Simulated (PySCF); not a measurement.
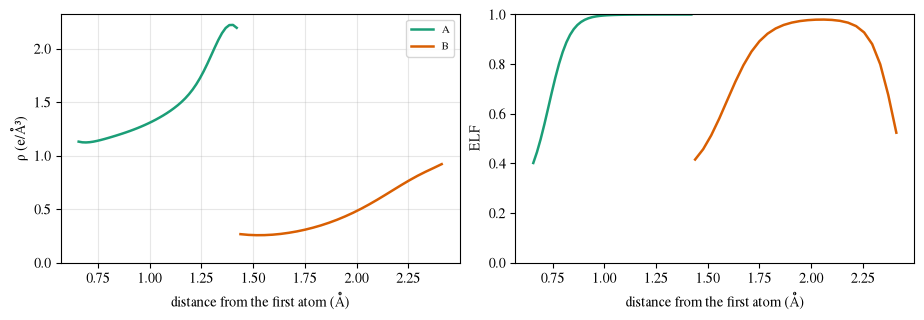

H6LaP2 (charge +3). Electron density and ELF along straight lines between neighbouring atoms. The curves leave out the atomic cores.

Core potentials replace the inner electrons of La.

All numbers below come from PySCF 2.14.0, RKS B3LYP, La lcecp-1-SVP with ECP46, P def2-SVP, H def2-SVP; non-relativistic Hamiltonian with scalar-relativistic core potentials where named; density fitting.

Input file:

```
mol = gto.M(atom='''
La    -1.43543     0.28283     0.00000
P      0.18970    -0.03138     2.63462
H      1.60141    -0.03535     2.47415
H     -0.06506     1.00497     3.57407
H     -0.09832    -1.23369     3.33668
P      0.18970    -0.03138    -2.63462
H      1.60141    -0.03535    -2.47415
H     -0.09832    -1.23369    -3.33668
H     -0.06506     1.00497    -3.57407''',
    basis={'La': 'lcecp-1-SVP', 'P': 'def2-SVP', 'H': 'def2-SVP'},
    ecp={'La': 'lcecp-1-SVP'},
    charge=3, spin=0)
mf = dft.RKS(mol, xc='B3LYP')
mf.grids.atom_grid = (75, 302)  # f atoms: at least (60, 302), unpruned
mf = mf.density_fit()  # La AutoAux, P def2-universal-JKFIT, H def2-universal-JKFIT
mf.conv_tol = 1e-09; mf.max_cycle = 55
mf.kernel(dm0)
```

Run with:

```sh
OMP_NUM_THREADS=2 python run.py
```

Q: Which curve belongs to which contact (La–P and P–H)? The first atom named is at distance zero.

A: Curve A: P–H (1.42 Å): ρ at the midpoint is about 1.1 e/Å³; the ELF climbs to about 1 towards the hydrogen, as it does in any bond to H. Curve B: La–P (3.11 Å): the density is about 0.26 e/Å³ at the midpoint; the ELF peaks at about 1 in the valence shell of P, 1.1 Å from its nucleus, and is about 0.60 at the midpoint.
